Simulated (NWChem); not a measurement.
**One shape, several levels: Si2NH7 ((H3Si)2NH)**

Aim: a comparison of 4 runs (HF/STO-3G, HF/3-21G, B3LYP/6-31G*) of Si2NH7 ((H3Si)2NH). 

The calculation is run with NWChem 7.3.0.

**1. Starting point**

Si2NH7: 10 atoms, total charge 0, spin state singlet. The shape is that of a GFN2-xTB optimisation.

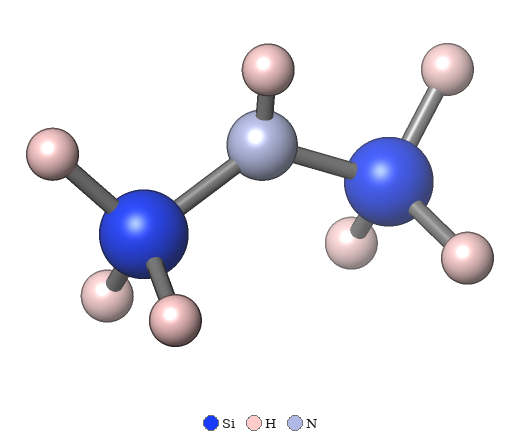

The structure, seen from a chosen angle (silicon blue, hydrogen pink, nitrogen light blue).

**2. Energy and forces at HF/STO-3G (run 1)**

Input file run.py:

```python
from ase import Atoms
from ase.calculators.nwchem import NWChem

molecule = Atoms(['Si', 'H', 'H', 'H', 'N', 'Si', 'H', 'H', 'H', 'H'], positions=[
    [-0.516810, 0.992300, 1.098270],
    [0.314080, 1.825960, 1.968100],
    [-1.298170, 1.783360, 0.150960],
    [-1.416140, 0.160270, 1.908070],
    [0.589860, 0.035240, 0.171660],
    [0.270210, -0.966440, -1.204490],
    [1.582650, -1.333950, -1.738510],
    [-0.509090, -0.166690, -2.146670],
    [-0.481680, -2.174200, -0.840610],
    [1.465080, -0.155840, 0.633240],
])

calc = NWChem(
    label='a',
    theory='scf',
    memory='2200 mb',
    basis='STO-3G',
    basispar='spherical bse',
    scf={'nopen': '0', 'rhf': None, 'thresh': '1e-08', 'maxiter': '80', 'print': 'low'},
)
molecule.calc = calc

forces = molecule.get_forces()
print("Total energy (eV):", round(molecule.get_potential_energy(), 6))
print("forces (eV/A):")
for s, f in zip(molecule.symbols, forces):
    print(f"{s:2s} {f[0]:10.5f} {f[1]:10.5f} {f[2]:10.5f}")
```

Command:

```console
$ export ASE_NWCHEM_COMMAND="nwchem PREFIX.nwi > PREFIX.nwo"
$ python run.py
```

The program printed:

```text
Total energy (eV): -17117.298436
forces (eV/A):
Si    0.11303    0.14676    0.12408
H    -0.92292   -0.47442   -0.54055
H     0.39610   -0.45575    0.88600
H     0.61840    0.79056   -0.58909
N    -0.63553   -0.08937   -0.14074
Si    0.19664   -0.04026   -0.11328
H    -1.16312    0.11051    0.14213
H     0.53042   -0.79740    0.49885
H     0.57336    0.90385   -0.44845
H     0.29362   -0.09441    0.18111
```

The calculator wrote a.nwi:

```
title "a"

permanent_dir a

scratch_dir a

start a

geometry units angstrom nocenter noautosym noautoz
  Si -5.1680999999999999e-01 9.9229999999999996e-01 1.0982700000000001e+00
  H  3.1408000000000003e-01 1.8259600000000000e+00 1.9681000000000000e+00
  H  -1.2981700000000000e+00 1.7833600000000001e+00 1.5096000000000001e-01
  H  -1.4161400000000000e+00 1.6027000000000000e-01 1.9080699999999999e+00
  N  5.8986000000000005e-01 3.5240000000000000e-02 1.7166000000000001e-01
  Si 2.7021000000000001e-01 -9.6643999999999997e-01 -1.2044900000000001e+00
  H  1.5826499999999999e+00 -1.3339500000000000e+00 -1.7385100000000000e+00
  H  -5.0909000000000004e-01 -1.6669000000000000e-01 -2.1466699999999999e+00
  H  -4.8168000000000000e-01 -2.1741999999999999e+00 -8.4060999999999997e-01
  H  1.4650799999999999e+00 -1.5584000000000001e-01 6.3324000000000003e-01
end

memory 2200 mb

basis spherical bse noprint
   * library STO-3G
end

scf
  nopen 0
  rhf
  thresh 1e-08
  maxiter 80
  print low
end

task scf gradient
```

a.nwo:

```text
Northwest Computational Chemistry Package (NWChem) 7.3.0
             --------------------------------------------------------

           Job information
           ---------------

    nwchem branch   = 7.3.0
    use scalapack   = T
    input           = a.nwi
    prefix          = a.
    data base       = a/a.db
    status          = startup
    nproc           =        1

           Memory information
           ------------------

[... 5 lines left out ...]
    hardfail = no
[... 113 lines left out ...]
       Final RHF  results
[... 3 lines left out ...]
      One-electron energy =  -1188.052462073263
[... 1 line left out ...]
 Nuclear repulsion energy =    157.303959225373
[... 3 lines left out ...]
                              NWChem Gradients Module
                              -----------------------

                         RHF ENERGY GRADIENTS

    atom               coordinates                        gradient
                 x          y          z           x          y          z
   1 Si     -0.976629   1.875175   2.075429   -0.002198  -0.002854  -0.002413
   2 H       0.593525   3.450564   3.719170    0.017948   0.009226   0.010512
   3 H      -2.453186   3.370062   0.285273   -0.007703   0.008863  -0.017230
[... 6 lines of this table left out ...]
  10 H       2.768600  -0.294495   1.196650   -0.005710   0.001836  -0.003522

 Task  times  cpu:        1.1s     wall:        1.1s
 Total times  cpu:        1.1s     wall:        1.1s
```

Wall time 1.9 s (1 thread of AMD EPYC 9R45 (Zen 5), shared host); peak memory 0.1 GiB.

**3. Energy and forces at HF/3-21G (run 2)**

Input file h7nsi2.nw:

```
start h7nsi2
memory 2200 mb
charge 0

geometry units angstrom noautosym nocenter noautoz
  Si   -0.516810    0.992300    1.098270
  H     0.314080    1.825960    1.968100
  H    -1.298170    1.783360    0.150960
  H    -1.416140    0.160270    1.908070
  N     0.589860    0.035240    0.171660
  Si    0.270210   -0.966440   -1.204490
  H     1.582650   -1.333950   -1.738510
  H    -0.509090   -0.166690   -2.146670
  H    -0.481680   -2.174200   -0.840610
  H     1.465080   -0.155840    0.633240
end

basis "ao basis" spherical bse
  Si library 3-21G
  H library 3-21G
  N library 3-21G
end

scf
  thresh 1e-08
  maxiter 80
  print medium
end

task scf gradient
```

Command:

```console
$ nwchem h7nsi2.nw > h7nsi2.out
```

The program printed:

```text
[...]
  functions       =    49
[...]
  wavefunction    = RHF
[...]
         Total SCF energy =   -633.022073075991
      One-electron energy =  -1189.450150172446
      Two-electron energy =    399.124117871082
 Nuclear repulsion energy =    157.303959225373
        Time for solution =      1.1s
[...]
                         RHF ENERGY GRADIENTS
    atom               coordinates                        gradient
                 x          y          z           x          y          z
   1 Si     -0.976629   1.875175   2.075429   -0.005123   0.000220   0.002487
   2 H       0.593525   3.450564   3.719170   -0.000305  -0.008126  -0.007841
   3 H      -2.453186   3.370062   0.285273    0.008601  -0.007937   0.002483
   4 H      -2.676117   0.302866   3.605729    0.007939   0.001090  -0.006764
   5 N       1.114674   0.066594   0.324390   -0.011702   0.008788  -0.011476
   6 Si      0.510623  -1.826307  -2.276156   -0.003518  -0.003996  -0.002182
   7 H       2.990775  -2.520800  -3.285308   -0.005653   0.005426   0.008016
   8 H      -0.962041  -0.314998  -4.056618    0.005838  -0.001198   0.010259
   9 H      -0.910243  -4.108642  -1.588523    0.004798   0.009022   0.002522
  10 H       2.768600  -0.294495   1.196650   -0.000876  -0.003290   0.002497
[...]
```

It took 1.8 s on 1 thread of AMD EPYC 9R45 (Zen 5), shared host; peak memory 0.1 GiB.

**4. Energy and gradient at B3LYP/6-31G(d) (spherical functions) (run 3)**

Input file h7nsi2.xyz:

```xyz
10
(H3Si)2NH
Si    -0.516810     0.992300     1.098270
H      0.314080     1.825960     1.968100
H     -1.298170     1.783360     0.150960
H     -1.416140     0.160270     1.908070
N      0.589860     0.035240     0.171660
Si     0.270210    -0.966440    -1.204490
H      1.582650    -1.333950    -1.738510
H     -0.509090    -0.166690    -2.146670
H     -0.481680    -2.174200    -0.840610
H      1.465080    -0.155840     0.633240
```

Input file run.py:

```python
from ase.io import read
from ase.calculators.nwchem import NWChem

mol = read('h7nsi2.xyz')

calc = NWChem(
    label='h7nsi2',
    theory='dft',
    memory='2200 mb',
    basis='6-31G*',
    basispar='spherical bse',
    dft={'xc': 'b3lyp', 'mult': '1', 'grid': 'xfine', 'convergence': 'energy 1e-08', 'iterations': '100', 'mulliken': None},
)
mol.calc = calc

forces = mol.get_forces()
e = mol.get_potential_energy()
print(f"E = {e:.6f} eV")
print("forces (eV/A):")
for s, f in zip(mol.symbols, forces):
    print(f"{s:2s} {f[0]:10.5f} {f[1]:10.5f} {f[2]:10.5f}")
print("dipole (e A):", mol.get_dipole_moment().round(4))
```

Command:

```console
$ export ASE_NWCHEM_COMMAND="nwchem PREFIX.nwi > PREFIX.nwo"
$ python run.py
```

The program printed:

```text
E = -17360.053577 eV
forces (eV/A):
Si    0.38844   -0.33491   -0.24837
H     0.08145    0.36283    0.36566
H    -0.38803    0.34504   -0.18013
H    -0.38366   -0.07060    0.33286
N     0.06705    0.03615   -0.00761
Si    0.14362    0.28683    0.46840
H     0.31676   -0.23520   -0.33378
H    -0.29233    0.11395   -0.44460
H    -0.23582   -0.44542   -0.10578
H     0.30257   -0.05878    0.15339
dipole (e A): [ 0.1305 -0.0506  0.0877]
```

The calculator wrote h7nsi2.nwi:

```
title "h7nsi2"

permanent_dir h7nsi2

scratch_dir h7nsi2

start h7nsi2

geometry units angstrom nocenter noautosym noautoz
  Si -5.1680999999999999e-01 9.9229999999999996e-01 1.0982700000000001e+00
  H  3.1408000000000003e-01 1.8259600000000000e+00 1.9681000000000000e+00
  H  -1.2981700000000000e+00 1.7833600000000001e+00 1.5096000000000001e-01
  H  -1.4161400000000000e+00 1.6027000000000000e-01 1.9080699999999999e+00
  N  5.8986000000000005e-01 3.5240000000000000e-02 1.7166000000000001e-01
  Si 2.7021000000000001e-01 -9.6643999999999997e-01 -1.2044900000000001e+00
  H  1.5826499999999999e+00 -1.3339500000000000e+00 -1.7385100000000000e+00
  H  -5.0909000000000004e-01 -1.6669000000000000e-01 -2.1466699999999999e+00
  H  -4.8168000000000000e-01 -2.1741999999999999e+00 -8.4060999999999997e-01
  H  1.4650799999999999e+00 -1.5584000000000001e-01 6.3324000000000003e-01
end

memory 2200 mb

basis spherical bse noprint
   * library 6-31G*
end

dft
  xc b3lyp
  mult 1
  grid xfine
  convergence energy 1e-08
  iterations 100
  mulliken
end

task dft gradient
```

h7nsi2.nwo:

```text
Northwest Computational Chemistry Package (NWChem) 7.3.0
             --------------------------------------------------------

           Job information
           ---------------

    nwchem branch   = 7.3.0
    use scalapack   = T
    input           = h7nsi2.nwi
    prefix          = h7nsi2.
    data base       = h7nsi2/h7nsi2.db
    status          = startup
    nproc           =        1

           Memory information
           ------------------

[... 5 lines left out ...]
    hardfail = no
[... 107 lines left out ...]
  convergence criterion.
[... 42 lines left out ...]
          Spatial weights used:  Erf1
[... 32 lines left out ...]
 1-e energy   =   -1190.952847
[... 41 lines left out ...]
           Coulomb energy =      450.489735525250
[... 523 lines left out ...]
          Convergence on density requested:  1.00D-05
[... 28 lines left out ...]
          total energy or number of iterations.
[... 36 lines left out ...]
                 ----------------------------------------
                 |  Time  |  1-e(secs)   |  2-e(secs)   |
                 ----------------------------------------
                 |  CPU   |       0.00   |       1.03   |
                 ----------------------------------------
                 |  WALL  |       0.00   |       1.03   |
                 ----------------------------------------

 Task  times  cpu:       15.4s     wall:       15.4s
 Total times  cpu:       15.4s     wall:       15.4s
```

It took 16 s on 1 thread of AMD EPYC 9R45 (Zen 5), shared host; peak memory 0.15 GiB.

**5. Energy and forces at B3LYP/6-31G(d) (Cartesian functions) (run 4)**

Input file run.py:

```python
from ase import Atoms
from ase.calculators.nwchem import NWChem

molecule = Atoms(['Si', 'H', 'H', 'H', 'N', 'Si', 'H', 'H', 'H', 'H'], positions=[
    [-0.516810, 0.992300, 1.098270],
    [0.314080, 1.825960, 1.968100],
    [-1.298170, 1.783360, 0.150960],
    [-1.416140, 0.160270, 1.908070],
    [0.589860, 0.035240, 0.171660],
    [0.270210, -0.966440, -1.204490],
    [1.582650, -1.333950, -1.738510],
    [-0.509090, -0.166690, -2.146670],
    [-0.481680, -2.174200, -0.840610],
    [1.465080, -0.155840, 0.633240],
])

calc = NWChem(
    label='struct',
    theory='dft',
    memory='2200 mb',
    basis='6-31G*',
    dft={'xc': 'b3lyp', 'mult': '1', 'grid': 'xfine', 'convergence': 'energy 1e-08', 'iterations': '100', 'mulliken': None},
)
molecule.calc = calc

forces = molecule.get_forces()
e = molecule.get_potential_energy()
print(f"E = {e:.6f} eV")
print("forces (eV/A):")
for s, f in zip(molecule.symbols, forces):
    print(f"{s:2s} {f[0]:10.5f} {f[1]:10.5f} {f[2]:10.5f}")
print("dipole (e A):", molecule.get_dipole_moment().round(4))
```

Command:

```console
$ export ASE_NWCHEM_COMMAND="nwchem PREFIX.nwi > PREFIX.nwo"
$ python run.py
```

The program printed:

```text
E = -17360.176984 eV
forces (eV/A):
Si    0.40053   -0.34412   -0.25752
H     0.07986    0.36196    0.36484
H    -0.38741    0.34458   -0.17900
H    -0.38294   -0.06983    0.33255
N     0.05456    0.03584   -0.01162
Si    0.14784    0.29712    0.48224
H     0.31481   -0.23515   -0.33352
H    -0.29156    0.11303   -0.44403
H    -0.23510   -0.44475   -0.10619
H     0.29943   -0.05867    0.15221
dipole (e A): [ 0.13   -0.0507  0.0876]
```

The calculator wrote struct.nwi:

```
title "struct"

permanent_dir struct

scratch_dir struct

start struct

geometry units angstrom nocenter noautosym noautoz
  Si -5.1680999999999999e-01 9.9229999999999996e-01 1.0982700000000001e+00
  H  3.1408000000000003e-01 1.8259600000000000e+00 1.9681000000000000e+00
  H  -1.2981700000000000e+00 1.7833600000000001e+00 1.5096000000000001e-01
  H  -1.4161400000000000e+00 1.6027000000000000e-01 1.9080699999999999e+00
  N  5.8986000000000005e-01 3.5240000000000000e-02 1.7166000000000001e-01
  Si 2.7021000000000001e-01 -9.6643999999999997e-01 -1.2044900000000001e+00
  H  1.5826499999999999e+00 -1.3339500000000000e+00 -1.7385100000000000e+00
  H  -5.0909000000000004e-01 -1.6669000000000000e-01 -2.1466699999999999e+00
  H  -4.8168000000000000e-01 -2.1741999999999999e+00 -8.4060999999999997e-01
  H  1.4650799999999999e+00 -1.5584000000000001e-01 6.3324000000000003e-01
end

memory 2200 mb

basis noprint
   * library 6-31G*
end

dft
  xc b3lyp
  mult 1
  grid xfine
  convergence energy 1e-08
  iterations 100
  mulliken
end

task dft gradient
```

struct.nwo:

```text
Northwest Computational Chemistry Package (NWChem) 7.3.0
             --------------------------------------------------------

           Job information
           ---------------

    nwchem branch   = 7.3.0
    use scalapack   = T
    input           = struct.nwi
    prefix          = struct.
    data base       = struct/struct.db
    status          = startup
    nproc           =        1

           Memory information
           ------------------

[... 5 lines left out ...]
    hardfail = no
[... 107 lines left out ...]
  convergence criterion.
[... 42 lines left out ...]
          Spatial weights used:  Erf1
[... 32 lines left out ...]
 1-e energy   =   -1190.952851
[... 41 lines left out ...]
           Coulomb energy =      450.345099054219
[... 548 lines left out ...]
          Convergence on density requested:  1.00D-05
[... 28 lines left out ...]
          total energy or number of iterations.
[... 36 lines left out ...]
                 ----------------------------------------
                 |  Time  |  1-e(secs)   |  2-e(secs)   |
                 ----------------------------------------
                 |  CPU   |       0.00   |       1.02   |
                 ----------------------------------------
                 |  WALL  |       0.00   |       1.02   |
                 ----------------------------------------

 Task  times  cpu:       15.9s     wall:       15.9s
 Total times  cpu:       15.9s     wall:       15.9s
```

Run time: 17 s. Hardware: 1 thread of AMD EPYC 9R45 (Zen 5), shared host; peak memory 0.15 GiB.

**6. The series**

```tsv
run	level	iteration cap	module	energy (Eh)	largest force (eV/Å)	wall time
1	HF/STO-3G	80	scf	-629.049120	1.177	1.9 s
2	HF/3-21G	80	scf	-633.022073	0.956	1.8 s
3	B3LYP/6-31G* (spherical functions)	100	dft	-637.970207	0.570	16 s
4	B3LYP/6-31G* (Cartesian functions)	100	dft	-637.974742	0.587	17 s
```

**7. Summary of results**

| quantity | value |
| --- | --- |
| run 4: total energy | -637.97474 Eh |
| run 4: dipole moment | 0.79 D |
| run 4: HOMO energy | -6.87 eV |
| run 4: LUMO energy | 0.19 eV |
| run 4: HOMO–LUMO gap | 7.06 eV |
| run 4: largest force on an atom | 0.587 eV/Å |

Over runs 2, 3, 4 the dipole moment (its size) runs from 0.76 D (HF/3-21G) to 0.79 D (B3LYP/6-31G*). The two ends differ in method and basis. Over runs 2, 3, 4 the HOMO–LUMO gap runs from 7.06 eV (B3LYP/6-31G*) to 14.37 eV (HF/3-21G). In run 1 the basis is minimal, so the values are rough. All runs together took 37 s, the longest 17 s.
